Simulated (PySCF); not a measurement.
Molecule: ammonia, H3N, SMILES N. Atoms near the plane z = 0.6 Å, at the PBE0/def2-SVP optimised geometry (x, y, z in Å): N1 (-0.4, -0.3, 0.0), H2 (-0.6, 0.7, 0.0), H3 (-0.6, -0.7, 0.9), H4 (0.6, -0.3, 0.0).

Computed with PBE0/def2-TZVP in PySCF. The values are rescaled to run from 0 to 1.

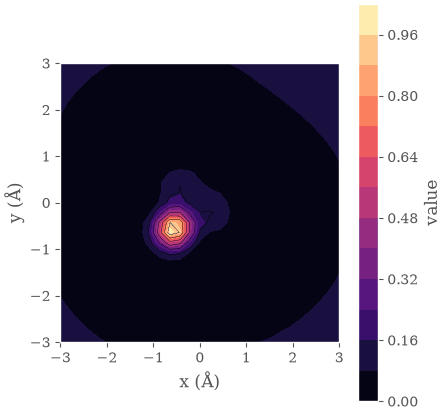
Figure: a field on the plane z = 0.6 Å.

Problem. Which quantity is mapped?
(A) Laplacian of the electron density
(B) log10 of the electron density
(C) an orbital amplitude
(D) deformation density (molecule minus spherical neutral atoms)

Solution. D, deformation density (molecule minus spherical neutral atoms). In full: deformation density (molecule minus spherical neutral atoms) (e/bohr³).
